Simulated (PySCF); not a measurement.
Geometry relaxation of SiH3

System: SiH3, multiplicity 2.
Method: PBE0/def2-TZVP, UKS, dispersion D4 (PySCF 2.14.0).

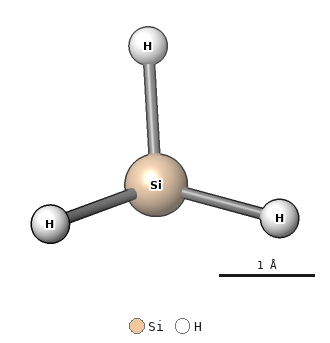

Fig. 1: The starting structure (ball-and-stick view, seen at a tilt). Bond lengths as drawn: H–Si 1.47 to 1.50 Å.

Key numbers:

- outcome: converged
- total energy: −291.109790 hartree
- dispersion energy: −0.001030 hartree
- basis functions: 55
- ⟨S²⟩: 0.753
- dipole moment: 0.03 D
- hardware: 1 thread of AMD EPYC (Zen 3), 32 GiB of memory available, shared host
- wall time: 27 s
- peak memory: 0.56 GiB

Input file (input.py):
```python
from pyscf import gto, dft
from pyscf.geomopt.geometric_solver import kernel as optimise

mol = gto.M(
    atom='''
Si     1.883123    -1.797662     1.418379
H      0.790331    -3.878687    -0.062892
H      1.689049    -2.367736     4.190528
H      4.595190    -1.549736     0.808973
''',
    basis='def2-tzvp',
    spin=1,
    max_memory=1860,
    verbose=3,
    unit='bohr',
)

mf = dft.UKS(mol, xc='pbe0')
mf = mf.density_fit(auxbasis='def2-universal-jkfit')
mf.conv_tol = 1e-09
mf.disp = 'd4'
mf.max_cycle = 100
mf.grids.level = 4
converged, mol_eq = optimise(mf, maxsteps=80)
print('converged:', converged)
print(mol_eq.tostring())

mf.reset(mol_eq)
mol = mol_eq
mf.kernel()
e_final = mf.e_tot
print(f'total energy: {e_final:.8f} hartree')
```

Launched with:
```bash
OMP_NUM_THREADS=1 python input.py
```

The program's output:
```
[file] SyntaxWarning: invalid escape sequence '\W'
  S = {(paw_set(r)[0], bool(re.search(r"spin_orbit\W+true|paw_fr", str((r.get("files") or {}).get("input") or "")) or re.search("(?i)spin.orbit\W+(value\W+)?(true|yes)|value\W+spin-orbit", json.dumps(r.get("inputs"), default=str)))) for r in records}

#|     Arguments passed to driver run_optimizer():      |#
customengine              <pyscf.geomopt.geometric_solver.PySCFEngine object>
maxiter                   80
----------------------------------------------------------
Custom engine selected.
Bonds will be generated from interatomic distances less than 1.20 times sum of covalent radii
12 internal coordinates being used (instead of 12 Cartesians)
Internal coordinate system (atoms numbered from 1):
Distance 1-2
Distance 1-3
Distance 1-4
Angle 2-1-3
Angle 2-1-4
Angle 3-1-4
Translation-X 1-4
Translation-Y 1-4
Translation-Z 1-4
Rotation-A 1-4
Rotation-B 1-4
Rotation-C 1-4
<class 'geometric.internal.Distance'> : 3
<class 'geometric.internal.Angle'> : 3
<class 'geometric.internal.TranslationX'> : 1
<class 'geometric.internal.TranslationY'> : 1
<class 'geometric.internal.TranslationZ'> : 1
<class 'geometric.internal.RotationA'> : 1
<class 'geometric.internal.RotationB'> : 1
<class 'geometric.internal.RotationC'> : 1
> ===== Optimization Info: ====
> Job type: Energy minimization
> Maximum number of optimization cycles: 80
> Initial / maximum trust radius (Angstrom): 0.100 / 0.300
> Convergence Criteria:
> Will converge when all 5 criteria are reached:
>  |Delta-E| < 1.00e-06
>  RMS-Grad  < 3.00e-04
>  Max-Grad  < 4.50e-04
>  RMS-Disp  < 1.20e-03
>  Max-Disp  < 1.80e-03
> === End Optimization Info ===

Geometry optimization cycle 1
Cartesian coordinates (Angstrom)
 Atom        New coordinates             dX        dY        dZ
  Si   0.996506  -0.951282   0.750574    0.000000  0.000000  0.000000
   H   0.418225  -2.052513  -0.033281    0.000000  0.000000  0.000000
   H   0.893806  -1.252952   2.217532    0.000000  0.000000  0.000000
   H   2.431670  -0.820085   0.428090    0.000000  0.000000  0.000000

WARN: HOMO -0.179317032721901 >= LUMO -0.179317032721901

converged SCF energy = -291.109121618675  <S^2> = 0.75274742  2S+1 = 2.0027455
--------------- DFUKS_Scanner gradients ---------------
         x                y                z
0 Si    -0.0030327316     0.0013935579    -0.0106470759
1 H     0.0040987029     0.0035021659     0.0038637989
2 H     0.0023485342    -0.0021987331     0.0040102469
3 H    -0.0034145740    -0.0026970485     0.0027729810
----------------------------------------------
cycle 1: E = -291.109121619  dE = -291.109  norm(grad) = 0.0148845
Step    0 : Gradient = 7.442e-03/1.116e-02 (rms/max) Energy = -291.1091216187
Hessian Eigenvalues: 5.00000e-02 5.00000e-02 5.00000e-02 ... 1.68109e-01 1.79253e-01 1.82423e-01

Geometry optimization cycle 2
Cartesian coordinates (Angstrom)
 Atom        New coordinates             dX        dY        dZ
  Si   1.022105  -0.984983   0.770266    0.025599 -0.033701  0.019692
   H   0.390516  -2.056474  -0.047401   -0.027709 -0.003962 -0.014120
   H   0.872968  -1.242201   2.228208   -0.020838  0.010751  0.010676
   H   2.454620  -0.793171   0.411844    0.022950  0.026914 -0.016246
converged SCF energy = -291.109771537259  <S^2> = 0.753021  2S+1 = 2.0030187
--------------- DFUKS_Scanner gradients ---------------
         x                y                z
0 Si    -0.0008050533    -0.0002564253    -0.0002008607
1 H    -0.0006064523    -0.0004183250    -0.0007418399
2 H     0.0003069303     0.0002833175     0.0008038863
3 H     0.0011044322     0.0003914548     0.0001388096
----------------------------------------------
cycle 2: E = -291.109771537  dE = -0.000649919  norm(grad) = 0.00201502
Step    1 : Displace = 3.654e-02/4.668e-02 (rms/max) Trust = 1.000e-01 (=) Grad = 1.008e-03/1.180e-03 (rms/max) E (change) = -291.1097715373 (-6.499e-04) Quality = 0.943
Hessian Eigenvalues: 5.00000e-02 5.00000e-02 5.00000e-02 ... 1.68901e-01 1.80563e-01 2.03726e-01

Geometry optimization cycle 3
Cartesian coordinates (Angstrom)
 Atom        New coordinates             dX        dY        dZ
  Si   1.022317  -0.981226   0.770789    0.000212  0.003756  0.000523
   H   0.394626  -2.054933  -0.042763    0.004109  0.001541  0.004638
   H   0.871110  -1.244939   2.224999   -0.001858 -0.002737 -0.003209
   H   2.452163  -0.795732   0.409892   -0.002457 -0.002561 -0.001952
converged SCF energy = -291.109788656535  <S^2> = 0.75299749  2S+1 = 2.0029952
--------------- DFUKS_Scanner gradients ---------------
         x                y                z
0 Si    -0.0002857270    -0.0001519130     0.0000224547
1 H    -0.0000565546     0.0000023812    -0.0000922412
2 H     0.0002174459     0.0001175149    -0.0001009123
3 H     0.0001246905     0.0000320269     0.0001706834
----------------------------------------------
cycle 3: E = -291.109788657  dE = -1.71193e-05  norm(grad) = 0.000483649
Step    2 : Displace = 4.817e-03/6.350e-03 (rms/max) Trust = 1.414e-01 (+) Grad = 2.418e-04/3.244e-04 (rms/max) E (change) = -291.1097886565 (-1.712e-05) Quality = 1.154
Hessian Eigenvalues: 5.00000e-02 5.00000e-02 5.00000e-02 ... 1.72617e-01 1.80900e-01 2.21095e-01

Geometry optimization cycle 4
Cartesian coordinates (Angstrom)
 Atom        New coordinates             dX        dY        dZ
  Si   1.023262  -0.980556   0.771300    0.000945  0.000670  0.000511
   H   0.395645  -2.054416  -0.041502    0.001020  0.000517  0.001261
   H   0.869171  -1.245891   2.225237   -0.001939 -0.000952  0.000238
   H   2.452145  -0.795968   0.407884   -0.000018 -0.000236 -0.002009
converged SCF energy = -291.109790199949  <S^2> = 0.75299705  2S+1 = 2.0029948
--------------- DFUKS_Scanner gradients ---------------
         x                y                z
0 Si    -0.0000216407    -0.0000616555    -0.0000521331
1 H     0.0000251754     0.0000514507     0.0000253433
2 H     0.0000392651     0.0000175189    -0.0000188792
3 H    -0.0000429443    -0.0000073062     0.0000456552
----------------------------------------------
cycle 4: E = -291.1097902  dE = -1.54341e-06  norm(grad) = 0.000130759
Step    3 : Displace = 1.824e-03/2.192e-03 (rms/max) Trust = 2.000e-01 (+) Grad = 6.538e-05/8.359e-05 (rms/max) E (change) = -291.1097901999 (-1.543e-06) Quality = 1.132
Hessian Eigenvalues: 5.00000e-02 5.00000e-02 5.00000e-02 ... 1.77129e-01 1.81334e-01 2.22575e-01

Geometry optimization cycle 5
Cartesian coordinates (Angstrom)
 Atom        New coordinates             dX        dY        dZ
  Si   1.023451  -0.980427   0.771460    0.000190  0.000129  0.000160
   H   0.395695  -2.054424  -0.041342    0.000050 -0.000008  0.000160
   H   0.868760  -1.246063   2.225332   -0.000411 -0.000172  0.000095
   H   2.452324  -0.795917   0.407468    0.000179  0.000051 -0.000416
converged SCF energy = -291.109790263753  <S^2> = 0.75299726  2S+1 = 2.002995
--------------- DFUKS_Scanner gradients ---------------
         x                y                z
0 Si     0.0000016760    -0.0000067227    -0.0000031774
1 H     0.0000043959     0.0000071860     0.0000053591
2 H     0.0000016229     0.0000009752    -0.0000051081
3 H    -0.0000078389    -0.0000014308     0.0000029132
----------------------------------------------
cycle 5: E = -291.109790264  dE = -6.38032e-08  norm(grad) = 1.61072e-05
```

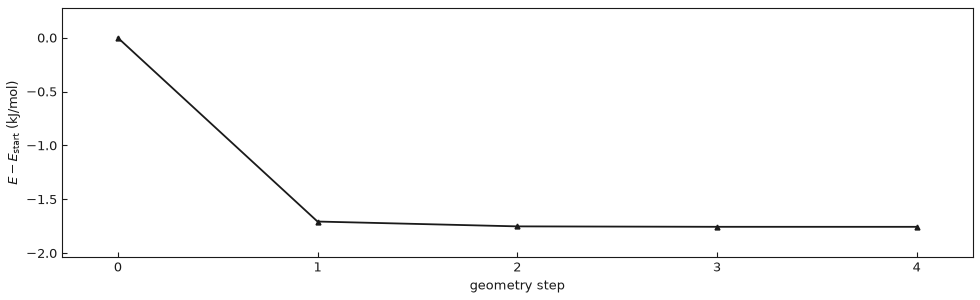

Fig. 2: Progress of the relaxation, step by step (steps are counted from 0).

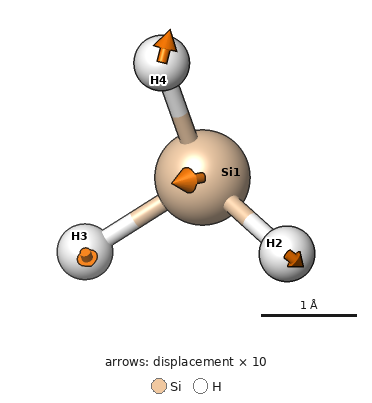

Fig. 3: The starting structure with the displacements as orange arrows, magnified 10 times (ball-and-stick view, seen at a tilt). The two geometries are laid on each other by the best rigid fit. After 4 geometry steps the energy has fallen by 1.76 kJ/mol. The largest force component goes from 0.55 to 0.0004 eV/Å. The largest move after the best rigid fit is that of Si1, 0.045 Å. By element the largest moves are Si 0.045 Å, H 0.038 Å. Among the contacts that change: Si1–H2 1.470 → 1.486 Å, Si1–H3 1.501 → 1.486 Å, Si1–H4 1.477 → 1.486 Å. Among the angles that change: H3–Si1–H4 107.3° → 111.2°. (Atoms are counted from 1 in the order of the input.)

```
Step    4 : Displace = 3.609e-04/4.591e-04 (rms/max) Trust = 2.828e-01 (+) Grad = 8.054e-06/9.984e-06 (rms/max) E (change) = -291.1097902638 (-6.380e-08) Quality = 1.064
Hessian Eigenvalues: 5.00000e-02 5.00000e-02 5.00000e-02 ... 1.77129e-01 1.81334e-01 2.22575e-01
Converged! =D

converged: True
Si          1.02345147       -0.98042708        0.77146026
H           0.39569518       -2.05442368       -0.04134204
H           0.86876042       -1.24606292        2.22533240
H           2.45232353       -0.79591711        0.40746800

WARN: HOMO -0.173253338176007 >= LUMO -0.173253338176007

converged SCF energy = -291.109790263752  <S^2> = 0.75299712  2S+1 = 2.0029949
total energy: -291.10979026 hartree
```

Trajectory as extended XYZ (Å, eV, eV/Å), 5 frames, from step=0 to step=4:
```
4
Properties=species:S:1:pos:R:3:forces:R:3 step=0 energy=-7921.48275
Si    0.9965   -0.9513    0.7506    0.1559  -0.0717   0.5475
H     0.4182   -2.0525   -0.0333   -0.2108  -0.1801  -0.1987
H     0.8938   -1.2530    2.2175   -0.1208   0.1131  -0.2062
H     2.4317   -0.8201    0.4281    0.1756   0.1387  -0.1426
4
Properties=species:S:1:pos:R:3:forces:R:3 step=1 energy=-7921.50043
Si    1.0221   -0.9850    0.7703    0.0414   0.0132   0.0103
H     0.3905   -2.0565   -0.0474    0.0312   0.0215   0.0381
H     0.8730   -1.2422    2.2282   -0.0158  -0.0146  -0.0413
H     2.4546   -0.7932    0.4118   -0.0568  -0.0201  -0.0071
4
Properties=species:S:1:pos:R:3:forces:R:3 step=2 energy=-7921.50090
Si    1.0223   -0.9812    0.7708    0.0147   0.0078  -0.0012
H     0.3946   -2.0549   -0.0428    0.0029  -0.0001   0.0047
H     0.8711   -1.2449    2.2250   -0.0112  -0.0060   0.0052
H     2.4522   -0.7957    0.4099   -0.0064  -0.0016  -0.0088
4
Properties=species:S:1:pos:R:3:forces:R:3 step=3 energy=-7921.50094
Si    1.0233   -0.9806    0.7713    0.0011   0.0032   0.0027
H     0.3956   -2.0544   -0.0415   -0.0013  -0.0026  -0.0013
H     0.8692   -1.2459    2.2252   -0.0020  -0.0009   0.0010
H     2.4521   -0.7960    0.4079    0.0022   0.0004  -0.0023
4
Properties=species:S:1:pos:R:3:forces:R:3 step=4 energy=-7921.50094
Si    1.0235   -0.9804    0.7715   -0.0001   0.0003   0.0002
H     0.3957   -2.0544   -0.0413   -0.0002  -0.0004  -0.0003
H     0.8688   -1.2461    2.2253   -0.0001  -0.0001   0.0003
H     2.4523   -0.7959    0.4075    0.0004   0.0001  -0.0001
```
